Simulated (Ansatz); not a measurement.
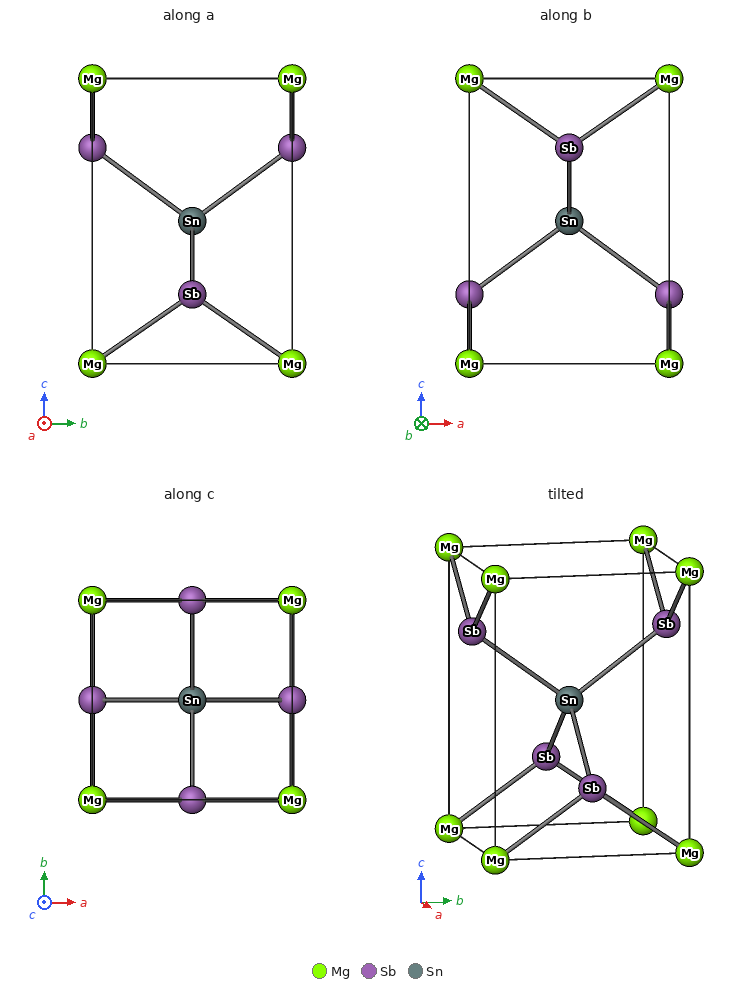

A ball-and-stick rendering, viewed along the a axis, along the b axis, along the c axis and slightly off an axis. One conventional unit cell is framed, with atoms on its boundary repeated.

Lattice parameters: a = 4.576 Å, b = 4.576 Å, c = 6.534 Å, α = 90.00°, β = 90.00°, γ = 90.00°.

### Turn the picture into a table of Wyckoff sites, with free fractional coordinates to two decimals.

Space group P-4m2 (No. 115).
```json
{"atom": "Mg", "site": "1a", "x": "0.00", "y": "0.00", "z": "0.00"}
{"atom": "Sb", "site": "2g", "x": "0.00", "y": "0.50", "z": "0.24"}
{"atom": "Sn", "site": "1c", "x": "0.50", "y": "0.50", "z": "0.50"}
```

The model was built from a structure type filled with these elements by a generator (whether the compound takes this form wasn't checked). Earlier steps of the study may have refined or changed the cell and positions. It was run through Ansatz as a DFT input.
